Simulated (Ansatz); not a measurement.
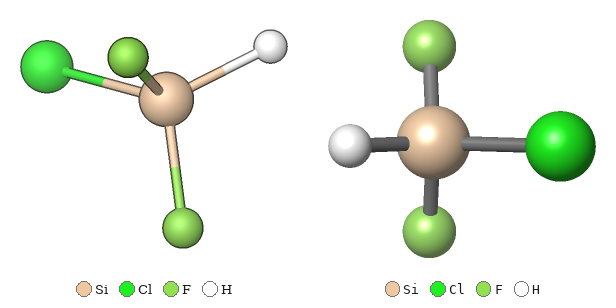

Both panels show the same species.

The geometry was computed by an optimisation with PBE0-D4/def2-TZVP.

> Count the atoms of each element.

ClF₂HSi, 5 atoms: 1 chlorine, 2 fluorine, 1 hydrogen and 1 silicon.

> How many sets of symmetry-equivalent atoms are there?

4: 1 Si, 1 Cl, 2 F, 1 H.

> Count the bonded pairs by element.

2 F–Si, 1 Cl–Si, 1 Si–H. Sticks follow a distance rule.

More results for the same structure follow; atom numbers are the same in all pictures, views and colours differ.

Geometry

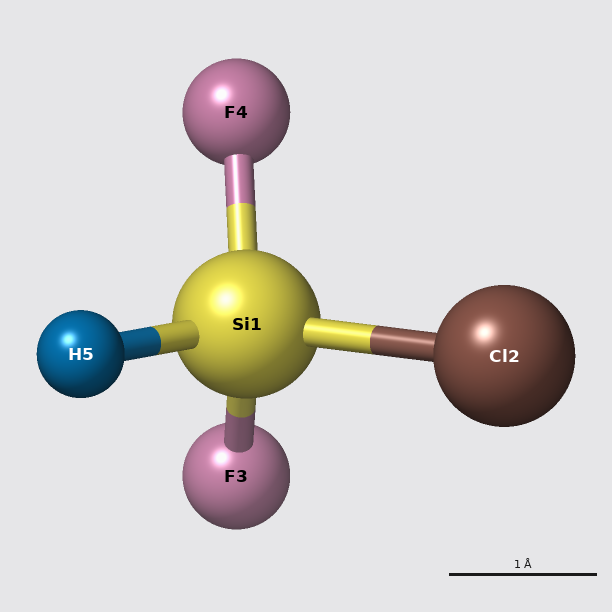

Atoms carry their numbers in the input.

Give the bond lengths.

```json
{"bond": "Si1–Cl2", "length (Å)": "2.018"}
{"bond": "Si1–F3", "length (Å)": "1.577"}
{"bond": "Si1–F4", "length (Å)": "1.577"}
{"bond": "Si1–H5", "length (Å)": "1.465"}
```

Vibrations

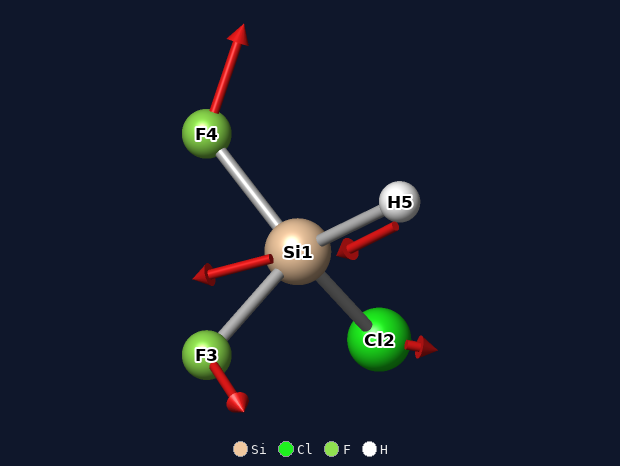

The arrows show one normal mode. Harmonic vibrations computed with RKS PBE0-D4/def2-TZVP (Ansatz 0.2.0) at a stationary point of the same level.

> What kind of motion is it?

Mostly angle bending.

> At what wavenumber does it lie?

364 cm⁻¹; it is mode 3 of 9 counted from the lowest.

Dipole moment

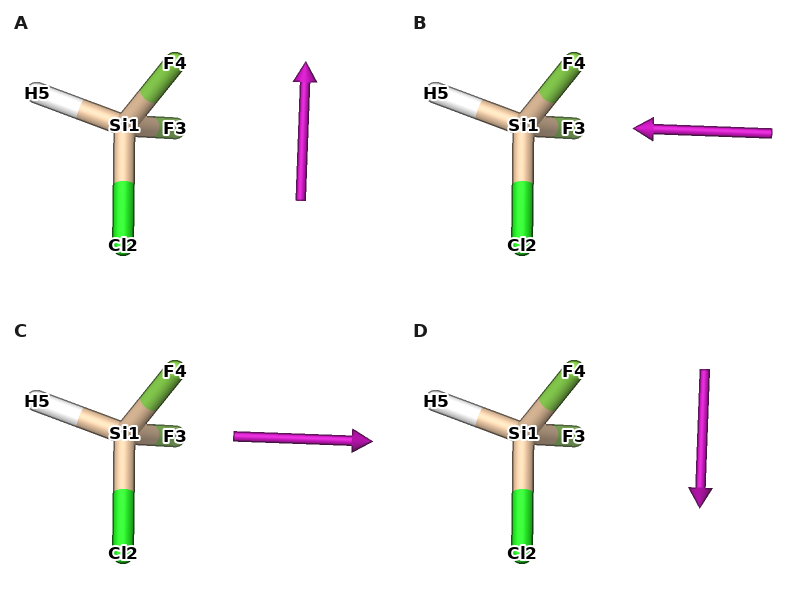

The same molecule four times, each with an arrow. Method: RKS PBE0-D4/def2-TZVP (Ansatz 0.2.0).

> Which arrow points along the dipole moment, from the negative to the positive end?

B. The dipole moment is 1.19 D; it points from the side of F3, F4 to the side of H5 (the outermost atoms at the two ends).

Charges

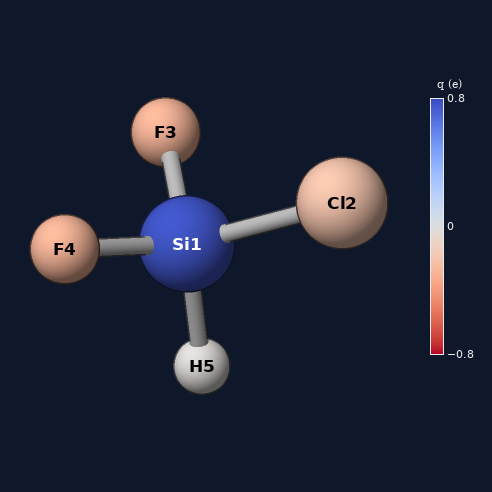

Atoms are coloured by their Mulliken charges. Properties computed with RKS PBE0-D4/def2-TZVP (Ansatz 0.2.0).

Give the Mulliken charges atom by atom.

```json
{"atom": "Si1", "value (e)": "0.76"}
{"atom": "Cl2", "value (e)": "−0.20"}
{"atom": "F3", "value (e)": "−0.27"}
{"atom": "F4", "value (e)": "−0.27"}
{"atom": "H5", "value (e)": "−0.02"}
```

Mulliken values depend strongly on the basis set and can even reverse the polarity of a bond.
